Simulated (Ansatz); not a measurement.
## Profile along the Cu–Cu line in CuAu (CuAu type, space group P4/mmm)

CuAu (CuAu type, space group P4/mmm)

```yaml
crystal:
  lattice:
    - [2.88152, 0.00000, 0.00000]
    - [0.00000, 2.88152, 0.00000]
    - [0.00000, 0.00000, 3.61476]
  atoms:
    - { symbol: Cu, position: [0.50000, 0.50000, 0.50000] }
    - { symbol: Au, position: [0.00000, 0.00000, 0.00000] }
```

Fields along a shortest Cu–Cu line of a (010) plane (2.88 Å), from Cu to Cu, interpolated on the slice's grid (step about 0.1 Å). The numbers are results of PBE (plane waves to 420 eV, PAW, scalar-relativistic; Ansatz, a quantum-chemistry and plane-wave program), not measurements. k mesh 16×16×13. Inside the PAW spheres the values are not all-electron values, and peaks at nuclei hang on which shells count as valence. CuAu is run without spin polarisation. CuAu was relaxed with its symmetry unable to fall. Spin-orbit coupling is left out, though Au is heavy.

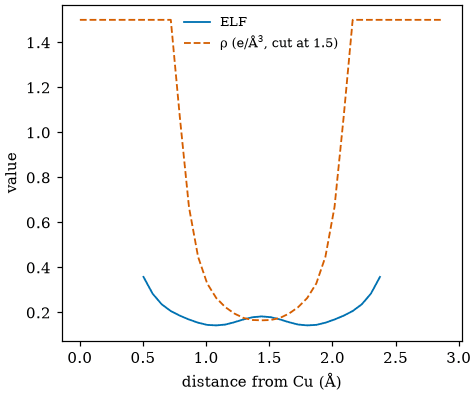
*ELF (away from the nuclei) and valence density from Cu to Cu.*

Density on the Cu–Cu line (2.88 Å) at its midpoint: 0.17 e/Å³. ELF at that point: 0.18.
